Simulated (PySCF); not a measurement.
## Geometry relaxation of CH4FGe

- system: CH4FGe, multiplicity 2, SMILES F[CH][GeH3]
- method: PBE0-D3(BJ)/def2-SVP geometry optimisation, gas phase (PySCF 2.14.0)

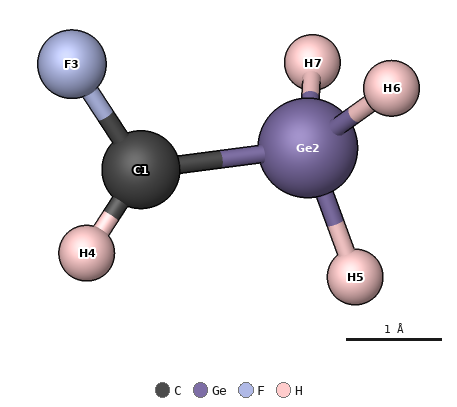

The input geometry (ball-and-stick view, seen at a tilt; atoms are numbered from 1 in the order of the input). Sticks mark near contacts. Bond lengths as drawn: C–F 1.38 Å, C–Ge 1.89 Å, C–H 1.05 Å and Ge–H 1.49 to 1.50 Å.

Results in brief:

- outcome: converged
- total energy: −2216.498598 hartree
- ⟨S²⟩: 0.755
- dipole moment: 1.09 D
- point group: C1
- hardware: 1 CPU thread, shared host
- wall time: 27 s
- peak memory: 0.4 GiB

Input file:
```
{"job": {"xc": "PBE0", "basis": "def2-SVP", "d3": "d3bj", "grid": 2, "kind": "geom", "shake": 0.01}, "charge": 0, "multiplicity": 2}
C     -1.050963    -0.315194    -0.119342
Ge     0.775550     0.129121     0.053927
F     -2.008583     0.622754     0.217418
H     -1.497915    -1.199775    -0.475320
H      1.547804    -1.059092    -0.414465
H      1.116993     0.455814     1.475228
H      1.147732     1.332368    -0.760295
```

The first line tells a small driver script what to run in PySCF; the rest is the geometry in Å.

Launched with:
```bash
OMP_NUM_THREADS=1 python <driver script> task.json out
```

Log:
```
step   0  E = -2216.49313389  max force = 0.045079
step   1  E = -2216.49789159  max force = 0.010445
step   2  E = -2216.49819352  max force = 0.004615
step   3  E = -2216.49840582  max force = 0.002831
step   4  E = -2216.49848941  max force = 0.001475
step   5  E = -2216.49856202  max force = 0.001153
step   6  E = -2216.49859173  max force = 0.000734
step   7  E = -2216.49859805  max force = 0.000192
optimisation converged
```

Trajectory as extended XYZ (Å, eV, eV/Å), 8 frames, from step=0 to step=7:
```
7
Properties=species:S:1:pos:R:3:forces:R:3 step=0 energy=-60313.85028
C    -1.0510   -0.3152   -0.1193   -1.3296   2.3181   0.8342
Ge    0.7755    0.1291    0.0539    0.0340   0.1504   0.0412
F    -2.0086    0.6228    0.2174    1.2202  -1.0313  -0.3580
H    -1.4979   -1.1998   -0.4753   -0.6253  -1.4522  -0.5766
H     1.5478   -1.0591   -0.4145    0.4454  -0.6913  -0.2479
H     1.1170    0.4558    1.4752    0.1502   0.1079   0.7944
H     1.1477    1.3324   -0.7603    0.1050   0.5984  -0.4874
7
Properties=species:S:1:pos:R:3:forces:R:3 step=1 energy=-60313.97974
C    -1.0986   -0.2787   -0.1287    0.4767  -0.4034  -0.1747
Ge    0.7774    0.1537   -0.0008    0.2437   0.0190  -0.0640
F    -1.9441    0.5012    0.5155   -0.5371   0.4029   0.2731
H    -1.5494   -1.2078   -0.5024    0.0130   0.0449  -0.0254
H     1.5743   -1.0679   -0.5224   -0.0867   0.1596   0.0657
H     1.1476    0.4622    1.4750   -0.0510  -0.0571  -0.1931
H     1.1239    1.4034   -0.8570   -0.0587  -0.1659   0.1184
7
Properties=species:S:1:pos:R:3:forces:R:3 step=2 energy=-60313.98796
C    -1.0935   -0.2674   -0.1025   -0.1369  -0.2373   0.0010
Ge    0.7888    0.1511    0.0010   -0.0564   0.1428   0.0563
F    -2.0078    0.4989    0.4934    0.1724   0.1174  -0.0057
H    -1.5268   -1.1950   -0.4972    0.0501  -0.0059  -0.0535
H     1.5700   -1.0631   -0.5276   -0.0541  -0.0085   0.0000
H     1.1745    0.4506    1.4616    0.0246  -0.0126   0.0054
H     1.1260    1.3911   -0.8495    0.0002   0.0040  -0.0034
7
Properties=species:S:1:pos:R:3:forces:R:3 step=3 energy=-60313.99373
C    -1.0915   -0.2879   -0.1044   -0.0178   0.0795   0.1456
Ge    0.7839    0.1528    0.0041   -0.0608   0.0042  -0.0170
F    -1.9720    0.5234    0.4922    0.0808  -0.1292  -0.1363
H    -1.5347   -1.2089   -0.5030   -0.0560   0.0467   0.0070
H     1.5652   -1.0552   -0.5253    0.0366  -0.0626  -0.0271
H     1.1706    0.4501    1.4609    0.0143   0.0022   0.0614
H     1.1096    1.3918   -0.8454    0.0029   0.0593  -0.0335
7
Properties=species:S:1:pos:R:3:forces:R:3 step=4 energy=-60313.99601
C    -1.0896   -0.2908   -0.0980    0.0239  -0.0077   0.0758
Ge    0.7848    0.1524    0.0066   -0.0058  -0.0019  -0.0223
F    -1.9728    0.5261    0.4782   -0.0056  -0.0052  -0.0499
H    -1.5383   -1.2070   -0.5004   -0.0179   0.0156  -0.0103
H     1.5655   -1.0583   -0.5284    0.0072  -0.0048  -0.0024
H     1.1768    0.4476    1.4660    0.0022  -0.0051   0.0051
H     1.1047    1.3962   -0.8447   -0.0040   0.0091   0.0039
7
Properties=species:S:1:pos:R:3:forces:R:3 step=5 energy=-60313.99798
C    -1.0862   -0.2994   -0.0826    0.0250  -0.0387   0.0218
Ge    0.7861    0.1498    0.0125    0.0221  -0.0160  -0.0241
F    -1.9742    0.5420    0.4444   -0.0457   0.0593   0.0061
H    -1.5422   -1.2066   -0.4962    0.0120  -0.0123  -0.0157
H     1.5660   -1.0594   -0.5326   -0.0055   0.0250   0.0106
H     1.1897    0.4398    1.4713   -0.0042  -0.0043  -0.0188
H     1.0920    1.3999   -0.8375   -0.0036  -0.0130   0.0201
7
Properties=species:S:1:pos:R:3:forces:R:3 step=6 energy=-60313.99879
C    -1.0844   -0.3086   -0.0674    0.0060  -0.0102  -0.0019
Ge    0.7867    0.1461    0.0179    0.0240  -0.0192  -0.0171
F    -1.9741    0.5614    0.4093   -0.0378   0.0369   0.0202
H    -1.5442   -1.2088   -0.4919    0.0160  -0.0160  -0.0069
H     1.5679   -1.0578   -0.5355   -0.0028   0.0211   0.0077
H     1.2002    0.4317    1.4746   -0.0042  -0.0011  -0.0156
H     1.0790    1.4022   -0.8277   -0.0013  -0.0115   0.0137
7
Properties=species:S:1:pos:R:3:forces:R:3 step=7 energy=-60313.99896
C    -1.0851   -0.3079   -0.0660   -0.0099  -0.0018   0.0007
Ge    0.7868    0.1458    0.0170    0.0020  -0.0026  -0.0041
F    -1.9776    0.5610    0.4098    0.0022   0.0062   0.0033
H    -1.5419   -1.2098   -0.4908    0.0076  -0.0058  -0.0015
H     1.5690   -1.0563   -0.5364   -0.0022   0.0057   0.0008
H     1.2009    0.4314    1.4727    0.0003  -0.0002  -0.0029
H     1.0790    1.4020   -0.8270   -0.0001  -0.0015   0.0037
```

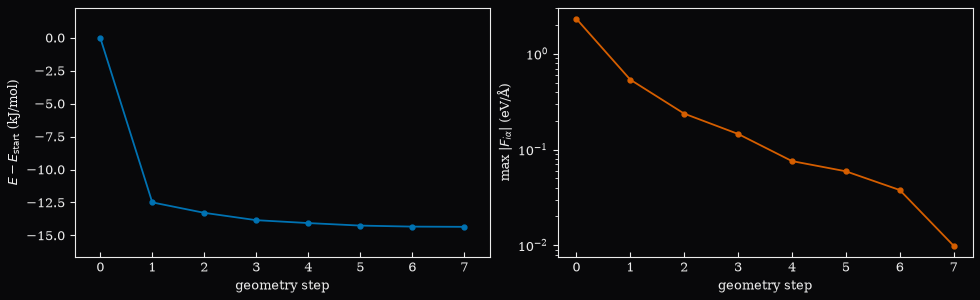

Progress of the relaxation, step by step (steps are counted from 0).

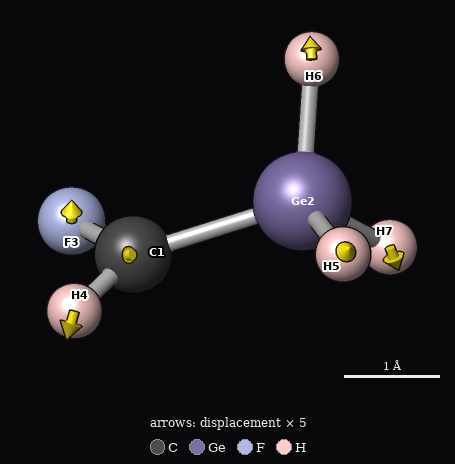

The starting structure with the displacements as yellow arrows, magnified 5 times (ball-and-stick view, seen at a tilt). The two geometries are laid on each other by the best rigid fit. Over 7 geometry steps the energy falls by 14.3 kJ/mol. Largest force component: 2.3 eV/Å at the start, 0.0099 eV/Å at the end. The atom that moves furthest after the best rigid fit is H4 (0.067 Å). By element the largest moves are H 0.067 Å, F 0.055 Å, C 0.038 Å, Ge 0.014 Å. Among the contacts that change: C1–F3 1.382 → 1.333 Å, Ge2–H5 1.493 → 1.537 Å, C1–H4 1.053 → 1.097 Å, Ge2–H6 1.498 → 1.540 Å. Among the angles that change: F3–C1–H4 111.0° → 113.3°. (Atoms are counted from 1 in the order of the input.)
